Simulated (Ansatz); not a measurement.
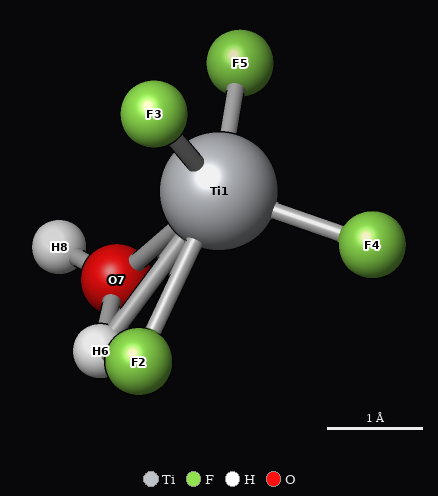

Fig. 1: The structure (ball-and-stick view, seen at a tilt; atoms are numbered from 1 in the order of the input). Sticks mark near contacts. Bond lengths as drawn: F–H 1.11 Å, F–Ti 1.74 to 2.09 Å, H–O 0.96 to 1.23 Å, H–Ti 2.13 Å and O–Ti 1.95 Å.

## Two runs on TiH2OF4

System: TiH2OF4.
Method of run 1: RKS B3LYP-D4/def2-TZVPP (Ansatz 0.2.0).

The geometry comes from this level: PBE0-D4/def2-TZVP. Text and figures count atoms from 1; the logs count them from 0 in places.

## Input file, run 1
```yaml
crystal:
  periodic: [false, false, false]
  atoms:
    - {symbol: Ti, position_ang: [-0.493922, -0.129629, -0.475715]}
    - {symbol: F, position_ang: [0.466078, -1.408682, 0.873139]}
    - {symbol: F, position_ang: [0.113800, -1.087026, -1.794078]}
    - {symbol: F, position_ang: [-2.072884, -0.623337, 0.052977]}
    - {symbol: F, position_ang: [-0.799600, 1.382880, -1.297640]}
    - {symbol: H, position_ang: [0.877417, -0.408449, 1.131313]}
    - {symbol: O, position_ang: [0.659950, 0.763528, 0.812150]}
    - {symbol: H, position_ang: [1.249161, 1.510614, 0.697853]}
basis:
  gaussian: {orbitals: def2-TZVPP}
hamiltonian: {xc: {name: B3LYP}, dispersion: d4}
```

Launched with:
```bash
ansatz run in.yaml --threads 8 --pin off --events-out ev --progress --plain --max-ram 19148MiB
```

Hardware: 8 threads of Arm Neoverse V2, 23 GiB of memory available, shared host.

## Output (run 1)
```
Functional definition: B3LYP
  parameter a0 = 0.2
  parameter ax = 0.72
  parameter ac = 0.81
  exchange = (1 - a0 - ax)*slater_x + ax*b88_x + a0*exact_x
  correlation = (1 - ac)*vwn_rpa_c + ac*lyp_c
1391 factors; their error is unknown
mean field evaluation 1: about -36064.0042 eV, gradient 9.3e1 eV
mean field evaluation 2: about -35797.0177 eV, gradient 4.7e2 eV
mean field evaluation 4: about -36075.7363 eV, gradient 2.3e1 eV
mean field evaluation 8: about -36076.5429 eV, gradient 1.2e-1 eV
mean field evaluation 16: about -36076.6813 eV, gradient 5.2e-4 eV
mean field -36076.68130780 eV, -1325.7935844088 hartree, gradient 5.3e-5 eV, S^2 0.000000; 0 other end points of the search recorded, 0 dependent functions left out
reference -36076.68158134 eV, -1325.7935944610 hartree; 34, 34 occupied and 213, 213 virtual orbitals, 1391 factors
Total energy: -36076.91892421 eV, -1325.8023166507 hartree
```

The input of run 2 differs as follows (lines with − go, lines with + come):
```diff
-    - {symbol: Ti, position_ang: [-0.493922, -0.129629, -0.475715]}
-    - {symbol: F, position_ang: [0.466078, -1.408682, 0.873139]}
-    - {symbol: F, position_ang: [0.113800, -1.087026, -1.794078]}
-    - {symbol: F, position_ang: [-2.072884, -0.623337, 0.052977]}
-    - {symbol: F, position_ang: [-0.799600, 1.382880, -1.297640]}
-    - {symbol: H, position_ang: [0.877417, -0.408449, 1.131313]}
-    - {symbol: O, position_ang: [0.659950, 0.763528, 0.812150]}
-    - {symbol: H, position_ang: [1.249161, 1.510614, 0.697853]}
+    - {symbol: Ti, position_ang: [-0.472247, 0.067243, -0.554122]}
+    - {symbol: F, position_ang: [0.467512, -1.621825, 0.991300]}
+    - {symbol: F, position_ang: [0.206197, -1.028287, -1.733803]}
+    - {symbol: F, position_ang: [-1.959716, -0.483511, 0.178161]}
+    - {symbol: F, position_ang: [-0.937276, 1.470022, -1.480808]}
+    - {symbol: H, position_ang: [0.952756, -0.897126, 1.334704]}
+    - {symbol: O, position_ang: [0.733373, 0.787858, 0.606510]}
+    - {symbol: H, position_ang: [1.009400, 1.705526, 0.658060]}
```

How does run 2 compare with run 1?

With the same method and basis, run 2 lies 5.2 kcal/mol lower.

## Output (run 2)
```
Functional definition: B3LYP
  parameter a0 = 0.2
  parameter ax = 0.72
  parameter ac = 0.81
  exchange = (1 - a0 - ax)*slater_x + ax*b88_x + a0*exact_x
  correlation = (1 - ac)*vwn_rpa_c + ac*lyp_c
1391 factors; their error is unknown
mean field evaluation 1: about -36063.6216 eV, gradient 9.5e1 eV
mean field evaluation 2: about -35802.4910 eV, gradient 4.6e2 eV
mean field evaluation 4: about -36076.0248 eV, gradient 2.1e1 eV
mean field evaluation 8: about -36076.7710 eV, gradient 9.3e-2 eV
mean field evaluation 16: about -36076.9080 eV, gradient 3.7e-5 eV
mean field -36076.90798760 eV, -1325.8019147377 hartree, gradient 3.7e-5 eV, S^2 0.000000; 0 other end points of the search recorded, 0 dependent functions left out
reference -36076.90826076 eV, -1325.8019247763 hartree; 34, 34 occupied and 213, 213 virtual orbitals, 1391 factors
Total energy: -36077.14640188 eV, -1325.8106763009 hartree
```

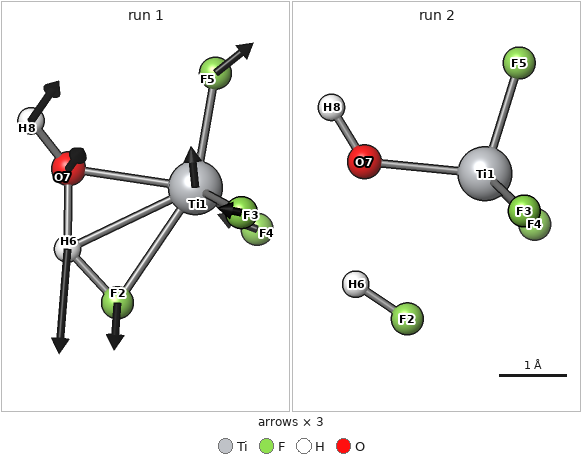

Fig. 2: The two input geometries at one scale (ball-and-stick view, seen on its broad side). The black arrows on the first give the shifts of the atoms after the best rigid fit, magnified 3 times. H6 moves most after the best rigid fit: 0.53 Å. Largest moves by element: H 0.53 Å, F 0.25 Å, O 0.22 Å, Ti 0.21 Å. Among the contacts that change: H6–O7 1.234 → 1.849 Å, Ti1–H6 2.131 → 2.555 Å, Ti1–F2 2.092 → 2.475 Å, F2–H6 1.112 → 0.937 Å.

## The two runs side by side

| quantity | run 1 | run 2 |
| --- | --- | --- |
| outcome | converged | converged |
| total energy (hartree) | −1325.802317 | −1325.810676 |
| basis functions | 247 | 247 |
| wall time (shared host) | 2.1 s | 1.9 s |
